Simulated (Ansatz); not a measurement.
The figure comes from a scan of CaPd$_{3}$O$_{4}$ (space group Pm-3n): the cell is scaled evenly about its relaxed volume V₀. All values below come from PBEsol (plane waves to 420 eV, PAW, scalar-relativistic; Ansatz, a first-principles code). k mesh 7×7×7 (Γ-centred), Fermi-Dirac smearing 0.05 eV. Energies are smeared free energies. At this level the bands of CaPd3O4 touch or barely overlap. CaPd3O4 is run without spin polarisation and with no Hubbard U. CaPd3O4 was relaxed with its symmetry unable to fall. ΔE is measured from the relaxed starting cell.

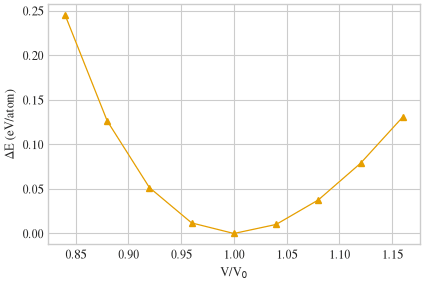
Figure. ΔE (eV/atom) against V/V₀; computed points joined by lines.

Question: List the plotted points as numbers.

Answer: To the nearest 0.005:

```csv
V/V₀,ΔE (eV/atom)
0.840,0.245
0.880,0.125
0.920,0.050
0.960,0.010
1.000,0.000
1.040,0.010
1.080,0.040
1.120,0.080
1.160,0.130
```

(Under strain, the slope of the energy per volume gives the stress and its curvature an elastic modulus.)
